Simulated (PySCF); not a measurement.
C₃H₈F₂Si

Input

```
{"job": {"kind": "uv", "xc": "PBE0", "basis": "def2-SVPD", "nstates": 8, "ntriplets": 3}, "charge": 0, "multiplicity": 1}
C     -2.083992     0.069236    -0.142463
C     -0.686137    -0.478901     0.097715
F     -0.420730    -1.439193    -0.872371
C      0.397592     0.586524     0.039646
Si     2.151095    -0.149591     0.078734
F      3.147835     1.116474     0.184317
H     -2.813112    -0.737258    -0.127739
H     -2.127019     0.558079    -1.113141
H     -2.335000     0.788701     0.631581
H     -0.641636    -1.019561     1.052272
H      0.248451     1.268008     0.878130
H      0.263161     1.171088    -0.873329
H      2.386168    -0.910123     1.298648
H      2.512649    -0.823956    -1.154165
```

Run with:

```sh
OMP_NUM_THREADS=1 python probes_run.py task.json out
```

Geometry: GFN2-xTB.

Theory: PBE0/def2-SVPD, SCF density, gas phase (PySCF 2.14.0).

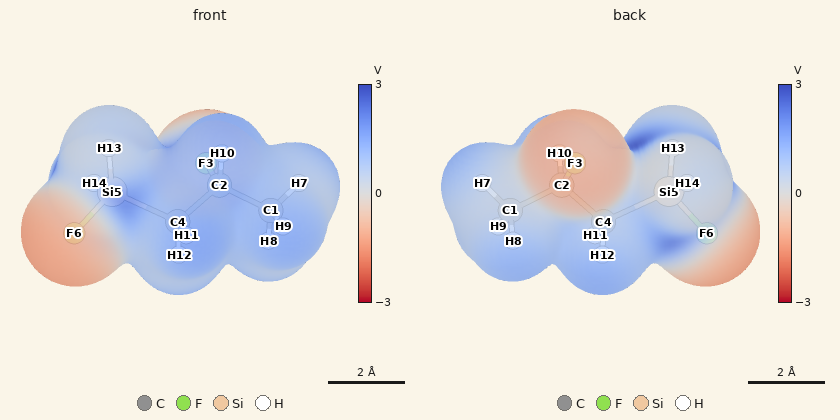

Figure 1. The electrostatic potential painted on the density surface at 0.004 e/bohr³, seen from the front and from behind; red is negative and blue positive.

### Which sites attract a positive test charge, and which a negative one?

A positive charge is drawn to the negative regions and a negative charge to the positive ones. The most negative region (about −1.2 V) lies over F6, the most positive (about +2.4 V) over Si5.

### How polar is the molecule by this calculation?

Its dipole moment is 2.27 D.

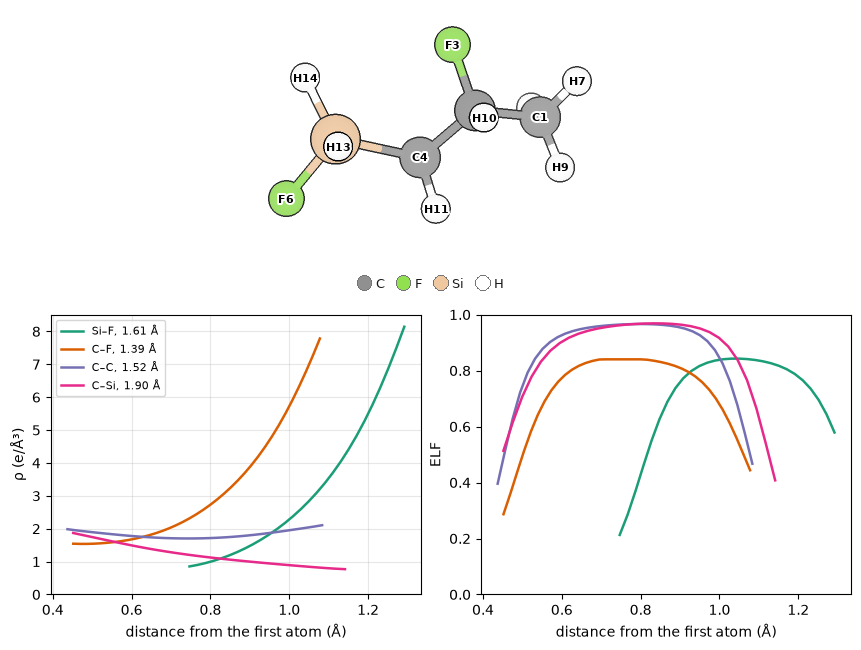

Figure 2. Total electron density and ELF along straight lines between neighbouring atoms. The curves leave out the atomic cores. The structure is drawn too.

### Compare the contacts.

Si–F (1.61 Å): the density is about 1 e/Å³ at the midpoint; the ELF peaks at about 0.85 in the valence shell of F, 0.6 Å from its nucleus, and is about 0.45 at the midpoint.
C–F (1.39 Å): the density is about 2 e/Å³ at the midpoint, with its minimum of 1.5 e/Å³ about 0.5 Å from C; the ELF peaks at about 0.85 between the atoms: a shared but strongly polarised pair.
C–C (1.52 Å): ρ at the midpoint is about 1.7 e/Å³; the ELF peaks at about 0.95 between the atoms, as expected for localised, covalent bonding.
C–Si (1.90 Å): the density is about 0.94 e/Å³ at the midpoint; the ELF peaks at about 0.95 between the atoms: a shared electron pair.
